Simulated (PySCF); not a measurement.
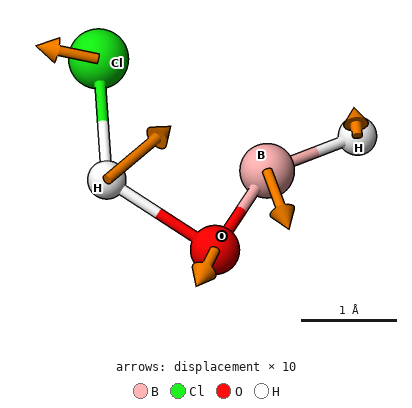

This is a relaxation of BH2OCl (coarse preliminary run). The starting structure is drawn; orange arrows show the displacements, magnified 10 times. The two geometries are superimposed by the best rigid fit.

The picture is a ball-and-stick view, seen at a tilt.

The reaction that was planned forms Cl2–H4 and breaks B1–Cl2, O3–H4 (atoms numbered from 1 in input order).

Level of theory: RKS PBE0-D4/def2-SVP, partitioned rational-function steps on a Bofill-updated Hessian in PySCF. 

What happened in the run?

The energy falls by 1.37 kcal/mol in 2 geometry steps. The largest move after the best rigid fit is that of an H atom, 0.11 Å. Largest moves by element: H 0.11 Å, B 0.08 Å, Cl 0.07 Å, O 0.06 Å. Near-neighbour distances that change, for instance: B–Cl 2.150 → 2.271 Å, Cl–H 1.541 → 1.480 Å, B–H 1.152 → 1.191 Å. Bond angles that change, for instance: O–B–H 148.9° → 156.4°.
